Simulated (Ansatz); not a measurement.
**CH₅AlBN: a ladder of functionals and wavefunction methods**

How much do the methods differ for CH₅AlBN? The plan is to run it at one geometry with functionals of several rungs and with coupled cluster. The yardstick is the atomisation energy at the CCSD(T) limit.

Program: Ansatz 0.2.0, Gaussian basis. Level of theory: functionals in def2-TZVPP, the program's frozen cores in correlated methods. These are calculated values, not measurements.

Levels to be run: LDA (SPW92), PBE-D4, revPBE-D4, BLYP-D4, r2SCAN-D4, B97M-V, PBE0-D4, B3LYP-D4, r2SCANh-D4, r2SCAN0-D4, HSE06-D4, BHLYP-D4, CAM-B3LYP-D4, LC-ωPBE, ωB97X-V, ωB97M-V, B2PLYP, PBE-QIDH; CCSD(T)/def2-SVP; CCSD(T)/def2-TZVPP; MP2/def2-QZVPP; extrapolation to the limit; RPA on PBE.

## 1. The relaxed structure

An earlier PBE0-D4 in a triple-zeta def2 set relaxation fixed the geometry.

SMILES `[BH2][Al]1[CH2][NH]1`, 9 atoms, charge 0, spin multiplicity 1.

Atoms are counted from 1 here; the program's logs count them from 0.

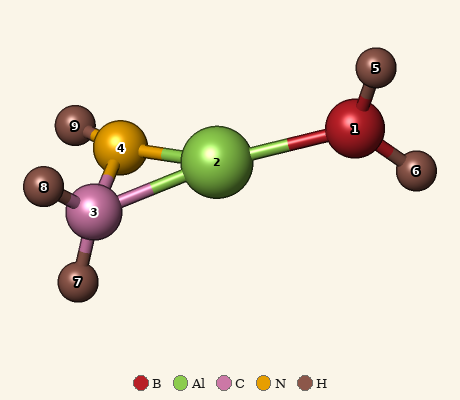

The structure; boron red, aluminium green, carbon pink, nitrogen amber, hydrogen brown; atoms are numbered from 1 in the order of the file.

## 2. LDA

This LDA is Slater exchange with PW92 correlation.

The input, in.yaml:

```yaml
crystal:
  periodic: [false, false, false]
  atoms:
    - {symbol: B, position_ang: [-0.944843, 1.758714, -1.320269]}
    - {symbol: Al, position_ang: [-0.116623, 0.189856, -0.187687]}
    - {symbol: C, position_ang: [0.673192, -1.482391, 0.400475]}
    - {symbol: N, position_ang: [0.398256, -0.383059, 1.361252]}
    - {symbol: H, position_ang: [-0.254360, 2.556267, -1.884343]}
    - {symbol: H, position_ang: [-2.126102, 1.871514, -1.471041]}
    - {symbol: H, position_ang: [0.079138, -2.390778, 0.528332]}
    - {symbol: H, position_ang: [1.726232, -1.717369, 0.225376]}
    - {symbol: H, position_ang: [0.653710, -0.449154, 2.330906]}
basis:
  gaussian: {orbitals: def2-TZVPP}
hamiltonian: {xc: lda}
output: {orbitals: {seedname: orbitals}}
```

On the command line:

```
ansatz run in.yaml --threads 2 --pin off --events-out ev --progress --plain --max-ram 4352MiB
```

Further steps of the session: PBE-D4 (GGA); revPBE-D4 (GGA); BLYP-D4 (GGA); r2SCAN-D4 (meta-GGA); B97M-V (meta-GGA); B3LYP-D4 (hybrid); r2SCANh-D4 (hybrid); r2SCAN0-D4 (hybrid); HSE06-D4 (hybrid); BHLYP-D4 (hybrid); CAM-B3LYP-D4 (range-separated); LC-ωPBE (range-separated); ωB97X-V (range-separated); ωB97M-V (range-separated); B2PLYP (double hybrid); PBE-QIDH (double hybrid); CCSD(T) in def2-SVP; CCSD(T) in def2-TZVPP; MP2 in def2-QZVPP; RPA on PBE orbitals.

**Question.** What will the summary of the whole plan be? Wanted: atomisation energy, CCSD(T)/CBS; farthest beyond LDA; mean size of error, GGA; mean size of error, meta-GGA; mean size of error, hybrid; mean size of error, range-separated; mean size of error, double hybrid; gap, smallest and largest; T1 diagnostic.

The runs gave:

```
                               quantity                                     value
        atomisation energy, CCSD(T)/CBS                            701.6 kcal/mol
functionals within 3.5 kcal/mol (0.5 %)           revPBE-D4, r2SCANh-D4, PBE-QIDH
                    farthest beyond LDA                   PBE-D4 (+19.4 kcal/mol)
                mean size of error, GGA                              8.4 kcal/mol
           mean size of error, meta-GGA                              6.7 kcal/mol
             mean size of error, hybrid                              6.7 kcal/mol
    mean size of error, range-separated                              5.7 kcal/mol
      mean size of error, double hybrid                              3.3 kcal/mol
              gap, smallest and largest  1.30 eV (LDA (SPW92)), 8.33 eV (LC-ωPBE)
                          T1 diagnostic                                    0.0160
triples share of the correlation energy                                     4.1 %
```

The LDA atomisation energy is off by 106.6 kcal/mol (15 %): it overbinds. PBE-D4 misses by +19.4 kcal/mol. Double hybrids carry the basis error of their MP2 part in triple zeta, and no dispersion term here, so their miss is partly the set-up's. By mean error the best rung here is double hybrid (3.3 kcal/mol) and the worst beyond LDA is GGA (8.4 kcal/mol). Misses under about 3.5 kcal/mol are within the doubt on the reference itself, which lacks core-valence correlation, relativity and higher excitations. Hartree-Fock recovers 71 % of the binding; the rest is correlation. CCSD(T) in def2-SVP is off by -41.4 kcal/mol, more than most functionals: a good method in a small basis is no reference. The gap grows from 1.3 to 8.3 eV across the functionals, mostly with the share of exact exchange.
